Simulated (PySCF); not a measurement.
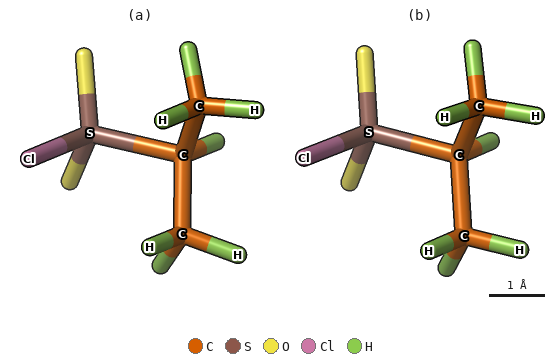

The structure of C3H7ClO2S before (left) and after (right) a relaxation, at one scale.

Style: stick. Shown at a tilt.

The start comes from GFN2-xTB. Its atoms were then displaced at random by about 0.01 Å.

Computed with PBE0-D3(BJ)/def2-SVP geometry optimisation, gas phase (PySCF). 

### Describe what moved and what it gained.

The largest move after the best rigid fit is that of an H atom, 0.12 Å. By element the largest moves are H 0.12 Å, Cl 0.09 Å, C 0.09 Å, O 0.05 Å, S 0.04 Å. Some distances before and after: Cl–S 2.036 → 2.110 Å, C–S 1.856 → 1.813 Å, O–S 1.407 → 1.448 Å, C–H 1.080 → 1.106 Å. Among the angles between lasting bonds that change: C–C–S 105.0° → 110.5°, S–C–H 102.5° → 98.3°, C–C–S 107.4° → 110.4°. After 10 geometry steps the energy has fallen by 5.71 kcal/mol.
